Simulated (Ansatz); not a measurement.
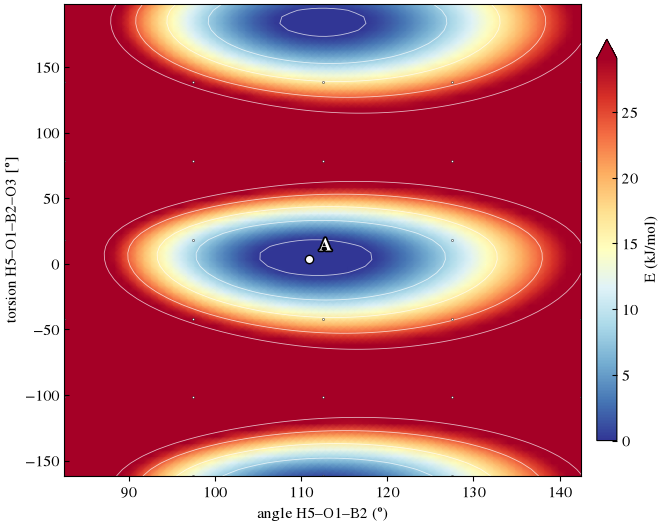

BH5O2Si, SMILES OBO[SiH3]. Two internal coordinates are moved rigidly from the geometry relaxed at PBE0-D4/def2-TZVP, all others fixed. Coordinates scanned: (1) angle H5–O1–B2; (2) torsion H5–O1–B2–O3. The grid has 5 × 6 points. Points are written as (first, second). Energies: kJ/mol, counted from the lowest grid point. All numbers below come from RHF-CCSD(T), frozen core/def2-TZVPP (Ansatz 0.2.0).

The picture shows a smooth colour map with a few white contour lines, dots at the grid points, one colour for all values above the top of the scale, the well A. Between grid points the surface is interpolated.

### Estimate the position of the minimum and the force constants in these coordinates. Take the well at A.

The interpolated minimum is at angle H5–O1–B2 ≈ 111.0°, torsion H5–O1–B2–O3 ≈ 4°. The curvatures there are about 3.4 eV/rad² and 0.9 eV/rad², with a cross term of about 0 eV/rad². Round the minimum the two coordinates are nearly uncoupled. (1 eV is 96.5 kJ/mol.)
